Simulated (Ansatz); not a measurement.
**One shape, several levels: [SnH5]− (SMILES [H][Sn-]([H])([H])([H])[H])**

Aim: a comparison of 6 runs (HF/STO-3G, HSE06/STO-3G, UPBE/STO-3G, r2SCAN0/STO-3G, wB97X/STO-3G, FCI/STO-3G) of [SnH5]−. 

Program for the calculation: Ansatz 0.2.0.

1 further run of the same task is left out (set aside as unsound or not needed).

## 1. The structure to begin with

[SnH5]−: 6 atoms, total charge -1, spin state singlet. SMILES: `[H][Sn-]([H])([H])([H])[H]`. The H2–Sn1 distance was set to 2.828 Å, away from the relaxed value. At this shape a bond of the SMILES string is far longer than usual.

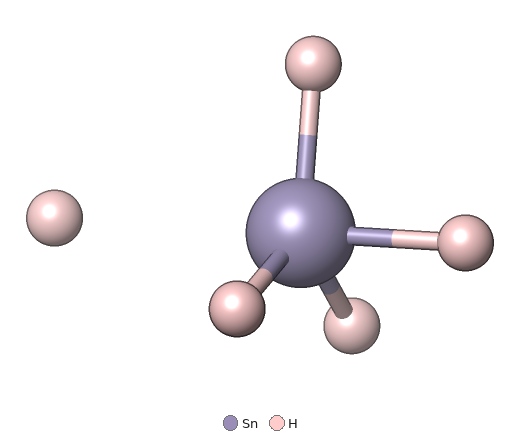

The structure, seen from a chosen angle (tin purple, hydrogen pink).

## 2. The energy at HF/STO-3G (run 1)

input.yaml

```yaml
crystal:
  periodic: [false, false, false]
  atoms:
    - {symbol: Sn, position_ang: [0.010710, 0.001030, -0.942233]}
    - {symbol: H, position_ang: [-0.020070, -0.006290, 1.885790]}
    - {symbol: H, position_ang: [0.030510, 0.013160, -2.830683]}
    - {symbol: H, position_ang: [1.793040, 0.013220, -0.923793]}
    - {symbol: H, position_ang: [-0.892210, 1.538410, -0.946073]}
    - {symbol: H, position_ang: [-0.870690, -1.547320, -0.956273]}
basis:
  gaussian: {orbitals: STO-3G}
total_charge: -1
hamiltonian: {xc: hf}
accuracy: high
```

Run with:

```console
ansatz run input.yaml --threads 1 --pin off --max-ram 2610MiB --events-out events.jsonl --progress --plain --runs-dir runs
```

Output:

```text
Warning: RAYON_NUM_THREADS=1 ignored (pool sized by the plan → 1); use --threads N
Functional definition: HF
  name "HF"
  exchange = exact_x
  correlation = 0
566 factors; integrals over basis functions are off by at most 4.7e-9 eV
mean field evaluation 1: about -162336.9256 eV, gradient 9.6e0 eV
mean field evaluation 2: about -162336.9200 eV, gradient 9.6e0 eV
mean field evaluation 4: about -162338.1107 eV, gradient 1.9e-1 eV
mean field evaluation 8: about -162338.1091 eV, gradient 4.6e-4 eV
mean field -162338.10907768 eV, -5965.8154718821 hartree, gradient 1.7e-8 eV, S^2 0.000000; 0 other end points of the search recorded, 0 dependent functions left out
reference -162338.10907768 eV, -5965.8154718821 hartree; 28, 28 occupied and 4, 4 virtual orbitals, 566 factors
Total energy: -162338.10907768 eV, -5965.8154718821 hartree
```

Wall time 0.34 s (1 thread of AMD EPYC 9R14 (Zen 4), shared host); peak memory 0.095 GiB.

## 3. The energy at HSE06/STO-3G (run 2)

in.yaml

```yaml
crystal:
  periodic: [false, false, false]
  atoms:
    - {symbol: Sn, position_ang: [0.010710, 0.001030, -0.942233]}
    - {symbol: H, position_ang: [-0.020070, -0.006290, 1.885790]}
    - {symbol: H, position_ang: [0.030510, 0.013160, -2.830683]}
    - {symbol: H, position_ang: [1.793040, 0.013220, -0.923793]}
    - {symbol: H, position_ang: [-0.892210, 1.538410, -0.946073]}
    - {symbol: H, position_ang: [-0.870690, -1.547320, -0.956273]}
basis:
  gaussian:
    orbitals: STO-3G
total_charge: -1
hamiltonian:
  xc: {name: HSE06}
accuracy: high
```

Run with:

```console
ansatz run in.yaml --threads 1 --pin off --max-ram 2610MiB --events-out events.jsonl --progress --plain --runs-dir runs
```

Output:

```text
Warning: RAYON_NUM_THREADS=1 ignored (pool sized by the plan → 1); use --threads N
Functional definition: HSE06
  name "HSE06"
  parameter a = 0.25
  parameter omega = 0.11/bohr
  exchange = pbe_x - a*pbe_x_sr(omega) + a*exact_x_sr(omega)
  correlation = pbe_c
566 factors; integrals over basis functions are off by at most 4.7e-9 eV
58 factors; integrals over basis functions are off by at most 1.9e-9 eV
mean field evaluation 1: about -162387.9548 eV, gradient 1.4e1 eV
mean field evaluation 2: about -162377.9436 eV, gradient 3.0e1 eV
mean field evaluation 4: about -162390.4908 eV, gradient 5.0e-1 eV
mean field evaluation 8: about -162390.4245 eV, gradient 1.7e-3 eV
mean field evaluation 16: about -162390.4245 eV, gradient 1.1e-7 eV
mean field -162390.42446725 eV, -5967.7380269883 hartree, gradient 1.5e-8 eV, S^2 0.000000; 0 other end points of the search recorded, 0 dependent functions left out
reference -162390.42446923 eV, -5967.7380270613 hartree; 28, 28 occupied and 4, 4 virtual orbitals, 566 factors
Total energy: -162390.42446923 eV, -5967.7380270613 hartree
```

Wall time 1.5 s (1 thread of AMD EPYC 9R14 (Zen 4), shared host); peak memory 0.13 GiB.

## 4. A single-point energy at UPBE/STO-3G (run 3)

run.yaml

```yaml
crystal:
  periodic: [false, false, false]
  atoms:
    - symbol: Sn
      position_ang: [0.010710, 0.001030, -0.942233]
    - symbol: H
      position_ang: [-0.020070, -0.006290, 1.885790]
    - symbol: H
      position_ang: [0.030510, 0.013160, -2.830683]
    - symbol: H
      position_ang: [1.793040, 0.013220, -0.923793]
    - symbol: H
      position_ang: [-0.892210, 1.538410, -0.946073]
    - symbol: H
      position_ang: [-0.870690, -1.547320, -0.956273]
basis:
  gaussian: {orbitals: STO-3G}
total_charge: -1
magnetization: {spin_polarized: true}
hamiltonian: {xc: {name: PBE}}
accuracy: high
```

Run with:

```console
ansatz run run.yaml --threads 1 --pin off --max-ram 2610MiB --events-out events.jsonl --progress --plain --runs-dir runs
```

Output:

```text
Warning: RAYON_NUM_THREADS=1 ignored (pool sized by the plan → 1); use --threads N
Functional definition: PBE
  name "PBE"
  parameter kappa = 0.804
  parameter beta = 0.06672455060314922
  exchange = pbe_x(kappa = kappa, mu = beta*pi^2/3)
  correlation = pbe_c(beta = beta)
566 factors; integrals over basis functions are off by at most 4.7e-9 eV
mean field evaluation 1: about -162377.7861 eV, gradient 1.3e1 eV
mean field evaluation 2: about -162364.3201 eV, gradient 1.9e1 eV
mean field evaluation 4: about -162381.0247 eV, gradient 3.1e0 eV
mean field evaluation 8: about -162381.1908 eV, gradient 3.5e-1 eV
mean field evaluation 16: about -162381.0997 eV, gradient 6.9e-4 eV
mean field -162381.09971108 eV, -5967.3953485197 hartree, gradient 2.3e-8 eV, S^2 0.000000; 1 other end points of the search recorded, 0 dependent functions left out
reference -162381.09971306 eV, -5967.3953485924 hartree; 28, 28 occupied and 4, 4 virtual orbitals, 566 factors
Total energy: -162381.09971306 eV, -5967.3953485924 hartree
```

Run time: 1.9 s. Hardware: 1 thread of AMD EPYC 9R14 (Zen 4), shared host; peak memory 0.15 GiB.

Runs 4 to 5 aren't shown in full; the table further down has their settings and results.

## 5. A single-point energy at FCI/STO-3G (run 6)

input.yaml: that of step 2 with these lines changed.

```diff
@@ -10,5 +10,8 @@
 basis:
-  gaussian: {orbitals: STO-3G}
+  gaussian:
+    orbitals: STO-3G
 total_charge: -1
-hamiltonian: {xc: hf}
+correlation:
+  method: fci
+  frozen_orbitals: {H: 0, Sn: 18}
 accuracy: high
```

Run with:

```console
ansatz run input.yaml --threads 1 --pin off --max-ram 2610MiB --events-out events.jsonl --progress --plain --runs-dir runs
```

Output:

```text
Warning: RAYON_NUM_THREADS=1 ignored (pool sized by the plan → 1); use --threads N
[... 4 set-up lines as earlier in the session ...]
566 factors; integrals over basis functions are off by at most 4.7e-9 eV
mean field evaluation 1: about -162336.9256 eV, gradient 9.6e0 eV
mean field evaluation 2: about -162336.9200 eV, gradient 9.6e0 eV
mean field evaluation 4: about -162338.1107 eV, gradient 1.9e-1 eV
mean field evaluation 8: about -162338.1091 eV, gradient 4.6e-4 eV
mean field -162338.10907768 eV, -5965.8154718821 hartree, gradient 1.7e-8 eV, S^2 0.000000; 0 other end points of the search recorded, 0 dependent functions left out; unrestricted orbitals would lower it
mean field evaluation 16: about -162338.2279 eV, gradient 9.6e-2 eV
18 core orbitals not correlated: weight in the atoms' cores, before any rotation towards them, 1.000 or more for the frozen orbitals, at most 0.000 for the correlated occupied ones
reference -162338.10907768 eV, -5965.8154718821 hartree; 10, 10 occupied and 4, 4 virtual orbitals, 566 factors
state -162340.67594723 eV, -5965.9098025982 hartree
Total energy: -162340.67594723 eV, -5965.9098025982 hartree
```

Run time: 2.1 s. Hardware: 1 thread of AMD EPYC 9R14 (Zen 4), shared host; peak memory 0.15 GiB.

## 6. The series

| run | level | frozen core orbitals | energy (Eh) | wall time |
| --- | --- | --- | --- | --- |
| 1 | HF/STO-3G | – | -5965.815472 | 0.34 s |
| 2 | HSE06/STO-3G | – | -5967.738027 | 1.5 s |
| 3 | UPBE/STO-3G | – | -5967.395349 | 1.9 s |
| 4 | r2SCAN0/STO-3G | – | -5968.294275 | 2.3 s |
| 5 | wB97X/STO-3G | – | -5968.155425 | 4.2 s |
| 6 | FCI/STO-3G | 18 | -5965.909803 | 2.1 s |

## 7. Summary of results

```
                                           quantity           value
                                run 6: total energy  -5965.90980 Eh
run 6: correlation energy (18 core orbitals frozen)       -94.3 mEh
```

In words: Against full CI in this basis: HF +94.3 mEh. Totals of different functionals can't be ranked against each other. In runs 1, 2, 3, 4, 5, 6 the basis is minimal, so the values are rough. In runs 1, 2, 3, 4, 5, 6 relativity is left out where basis or elements ask for it. All runs together took 12 s, the longest 4.2 s.
